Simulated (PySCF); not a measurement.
# CH$_{10}$NOSi$_{3}$ (SMILES O[Si](C[SiH3])N[SiH3]) (doublet): what the fields show

```xyz
16

Si   -0.9041   -0.7281   -1.0020
N     0.3240   -1.6228   -0.1387
Si    2.0316   -1.2928    0.0241
C    -0.4298    1.0988   -0.9129
Si   -0.6591    1.8485    0.8009
O    -2.3937   -1.0133   -0.3010
H     0.0457   -2.5640    0.1304
H     2.3391   -0.3745    1.1647
H     2.7406   -2.5869    0.2540
H     2.5612   -0.6460   -1.2164
H    -1.0609    1.6571   -1.6249
H     0.6150    1.2280   -1.2451
H    -0.2768    3.2937    0.8308
H    -2.0957    1.7397    1.2091
H     0.1582    1.1113    1.8115
H    -2.4937   -0.8033    0.6351
```

Geometry: PBE0-D3(BJ)/def2-SVP.

All numbers below come from UKS B3LYP, IGLO-III on C N O Si, pcH-1 on H, non-relativistic, mean-field spin-orbit, GIAO in PySCF.

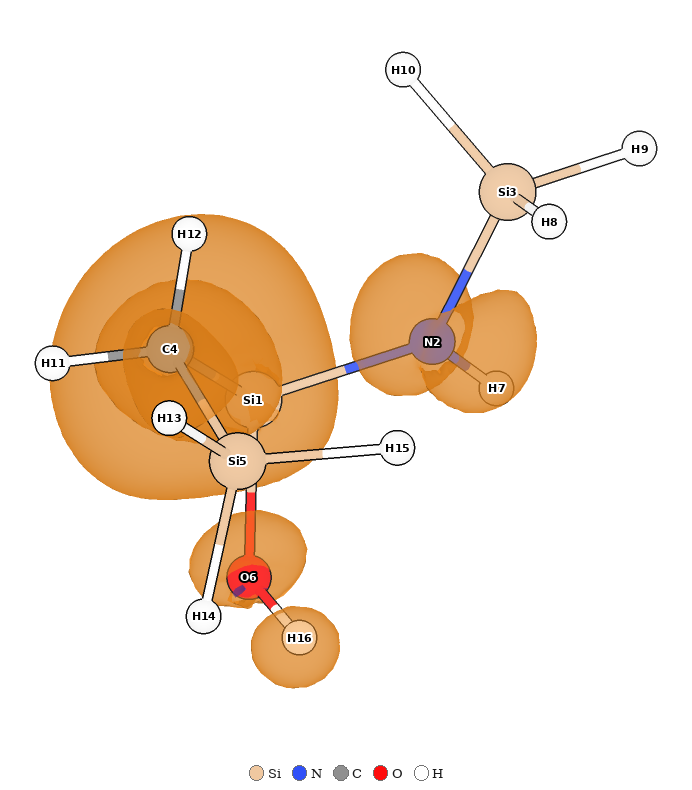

Figure 1. Isosurfaces of the spin density at +0.015 (orange) and −0.015 e/Å³ (purple), seen at an oblique angle.

> Where is the unpaired spin?

The unpaired spin (1 electron) lies mostly on Si1 (about 0.7), N2 (about 0.1) and C4 (about 0.1), in electrons by Hirshfeld's partition.

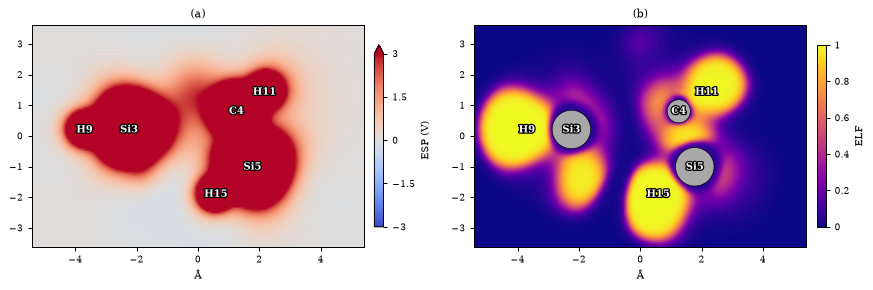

Figure 2. (a) molecular electrostatic potential; (b) ELF on the plane of atoms Si5, C4 and H11. Grey discs cover the atomic cores in the ELF map.

> Describe what can be read from this map.

The section cuts through Si, C and H sites. C–Si (1.88 Å): the ELF peaks at about 0.95 between the atoms (localised, covalent bonding). C–H (1.10 Å): the ELF climbs to about 1 towards the hydrogen, as it does in any bond to H: an ordinary covalent bond to hydrogen. Si–H (1.49 Å): the ELF climbs to about 1 towards the hydrogen. The potential has no marked negative region in this plane.

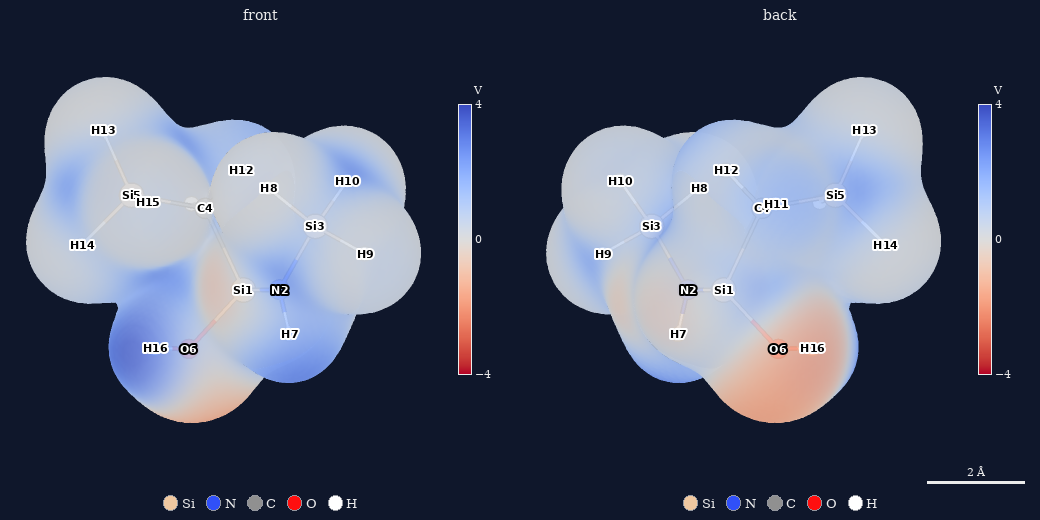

Figure 3. The electrostatic potential painted on the density surface at 0.004 e/bohr³, seen from the front and from behind; red is negative and blue positive.

> Describe the electrostatic potential map.

The most negative region (about −1.6 V, or −37 kcal/mol for a unit charge) lies over O6, the most positive (about +3.0 V, or +69 kcal/mol for a unit charge) over H16. O6 is the likeliest acceptor of a hydrogen bond.
